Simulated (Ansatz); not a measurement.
Consider IrCl2 (1T sheet).

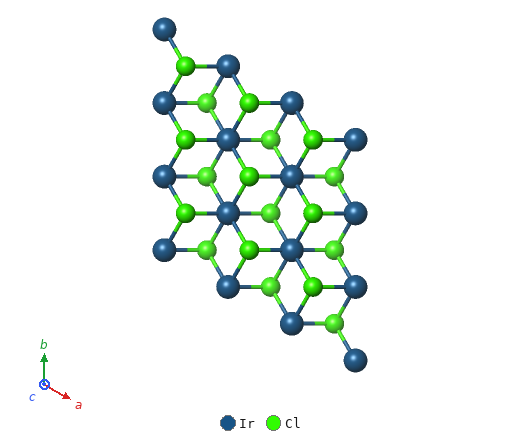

The structure (iridium blue, chlorine green). 3×3×1 cells are drawn. Some periodic images of atoms are drawn too.

The cell holds 3 atoms: 1 Ir and 2 Cl. Its edges and angles: a = 3.624 Å, b = 3.624 Å, c = 30.112 Å, α = 90.0°, β = 90.0°, γ = 120.0°. Vacuum lies along c.

```
Ir Cl
1.0
     0.00000    2.56291    2.56291
     2.56291   -2.56291    0.00000
    17.38504   17.38504  -17.38504
Ir Cl
1 2
Cartesian
  5.5298 5.5298 -5.5298
  7.9128 5.3499 -5.3499
  5.7097 5.7097 -3.1468
```

The structure was relaxed with LDA. The structure was generated from a model, not taken from a measurement. The runs that relaxed it are not among those shown. The program's search for lower electronic states was switched off, so nothing shows that the state found is the lowest. Spin-orbit coupling is left out unless a run names it. PAW set soft_2, made with PBE.

A constrained-RPA run (Ansatz 0.2.0; non-magnetic LDA; Ir d + anion p, bands v10 to c1, 6×6×1 mesh, medium accuracy) builds 11 functions on bands 9.7 eV wide, with 19.0 electrons in the window. The bare on-site interaction is 14.6 eV and the bare J 0.56 eV.

**Question.** What U and J survive the screening?

On the Ir d shell, U = 5.89 eV (40 % of the bare value), U′ = 5.03 eV, J = 0.41 eV.

The parent state is non-magnetic and the interaction static (zero frequency); U depends on the window and the orbitals, so it belongs to this model alone. Spin-orbit coupling, which is strong for atoms this heavy, is left out. A window that holds the anion p bands defines a model with explicit ligands; its U belongs to that model and is not the U of DFT+U.

[Paths, hosts, dates, memory and timing lines, banners, echoed tables and standing remarks are left out of the program output.]

[Logs are printed without paths, hosts, clocks, repeated set-up lines and the standing remarks that a program may print on its own settings, such as how far it seeks lower states.]

[Runs of the session that timed out or met a known fault of the program may be left out.]

[Hosts, paths, dates, database ids (printed as entryN), source tags and the programs' standing remarks are cut or masked in the printed files.]
